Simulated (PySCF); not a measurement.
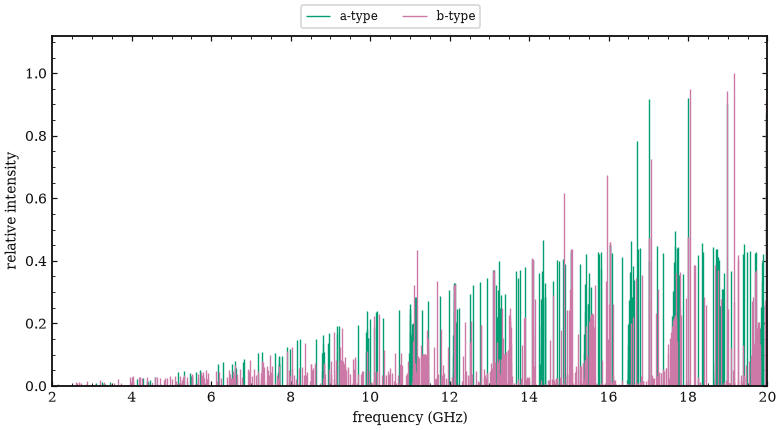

C₇H₁₁ClSi, SMILES CCC#C[Si]1(Cl)CCC1. Simulated rotational absorption lines between 2 and 20 GHz at 5 K: rigid rotor with the equilibrium constants and dipole of one optimised conformer (PBE0-D3(BJ)/def2-SVP, PySCF), commonest isotopes; no centrifugal distortion, hyperfine structure, internal rotation or nuclear-spin weights; lines within 1 MHz of each other are summed. Lines of different type are drawn apart.

Q: What are the rotational constants, and what kind of rotor is it?

A: Rotational constants A, B, C = 1.592, 0.6046, 0.4903 GHz; Ray's κ = −0.79, an asymmetric top on the prolate side.

Q: Which dipole components drive the lines?

A:
|μa|, |μb|, |μc| = 1.74, 1.84, 0.04 D; a-type lines carry 52 % of the intensity in this range.

Caveats: coarse grid, loose stop and no frequency check, small forces are noise and the end may be a saddle.
